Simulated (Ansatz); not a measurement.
**C10H10Cl2Hf: basis-set convergence**

How large a basis does C10H10Cl2Hf need? Two functionals are run in growing sets.

Computed with Ansatz 0.2.0, Gaussian basis. Level: one geometry, several basis sets.

The runs, in order: PBE0-D4/def2-SVP; ωB97M-V/def2-SVP; PBE0-D4/def2-QZVPP; ωB97M-V/def2-QZVPP; the functionals' def2-TZVPP values are taken from earlier runs.

## (1) Structure used throughout

The geometry comes from an earlier relaxation with PBE0-D4 in a triple-zeta def2 set; it is a stationary point, not always the lowest conformer. Hf takes the def2 core potential; no spin-orbit term is included.

SMILES `[Cl][Hf]12345678([Cl])([C@H]9[C@@H]1[C@@H]2[C@@H]3[C@H]94)[C@H]1[C@@H]5[C@@H]6[C@@H]7[C@H]18`, 23 atoms, charge 0, spin multiplicity 1.

Atoms are counted from 1 here; the program's logs count them from 0.

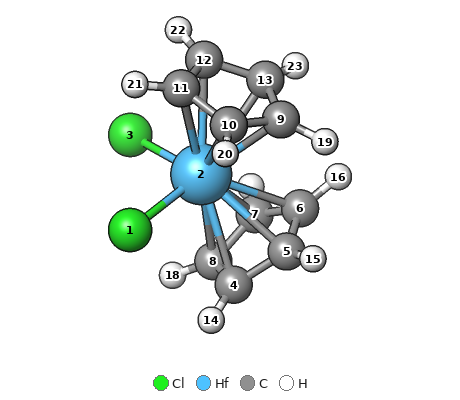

The structure; chlorine green, hafnium blue, carbon grey, hydrogen white; atoms are numbered from 1 in the order of the file.

## (2) PBE0-D4 in def2-SVP

Input file in.yaml:

```yaml
crystal:
  periodic: [false, false, false]
  atoms:
    - {symbol: Cl, position_ang: [0.701912, -0.402132, -2.791015]}
    - {symbol: Hf, position_ang: [0.307897, -0.462068, -0.413866]}
    - {symbol: Cl, position_ang: [1.298234, -2.597728, 0.103484]}
    - {symbol: C, position_ang: [-2.054313, -0.646750, -1.314965]}
    - {symbol: C, position_ang: [-2.025697, 0.427857, -0.401184]}
    - {symbol: C, position_ang: [-1.803064, -0.109358, 0.891356]}
    - {symbol: C, position_ang: [-1.663105, -1.502032, 0.763729]}
    - {symbol: C, position_ang: [-1.811484, -1.833779, -0.603772]}
    - {symbol: C, position_ang: [0.680555, 1.790984, 0.620199]}
    - {symbol: C, position_ang: [1.487036, 1.762197, -0.530537]}
    - {symbol: C, position_ang: [2.502576, 0.797299, -0.329823]}
    - {symbol: C, position_ang: [2.326977, 0.241399, 0.948421]}
    - {symbol: C, position_ang: [1.186797, 0.832271, 1.533070]}
    - {symbol: H, position_ang: [-2.180888, -0.563675, -2.382474]}
    - {symbol: H, position_ang: [-2.179099, 1.469085, -0.642761]}
    - {symbol: H, position_ang: [-1.750911, 0.451797, 1.811726]}
    - {symbol: H, position_ang: [-1.448194, -2.197172, 1.560932]}
    - {symbol: H, position_ang: [-1.716441, -2.821919, -1.026850]}
    - {symbol: H, position_ang: [-0.173833, 2.430704, 0.780504]}
    - {symbol: H, position_ang: [1.342607, 2.348273, -1.425433]}
    - {symbol: H, position_ang: [3.255367, 0.514416, -1.049588]}
    - {symbol: H, position_ang: [2.924110, -0.543645, 1.384181]}
    - {symbol: H, position_ang: [0.792962, 0.613968, 2.514677]}
basis:
  gaussian: {orbitals: def2-SVP}
hamiltonian: {xc: pbe0, dispersion: d4}
output: {orbitals: {seedname: orbitals}}
```

Started as:

```sh
ansatz run in.yaml --threads 11 --pin off --events-out ev --progress --plain --max-ram 174080MiB --backend cpu
```

The runs that follow: ωB97M-V in def2-SVP; PBE0-D4 in def2-QZVPP; ωB97M-V in def2-QZVPP.

Before running them: what should the planned runs give, taken together? Wanted: PBE0-D4: double and triple zeta above quadruple; ωB97M-V: double and triple zeta above quadruple.

As calculated:

| quantity | value |
| --- | --- |
| PBE0-D4: double and triple zeta above quadruple | 21.30, 1.29 eV |
| ωB97M-V: double and triple zeta above quadruple | 21.65, 1.22 eV |

What this shows: PBE0-D4 gains 20.01 eV from double to triple zeta, then 1.29 eV more. Total energies overstate the basis error of differences, where much of it tends to cancel.
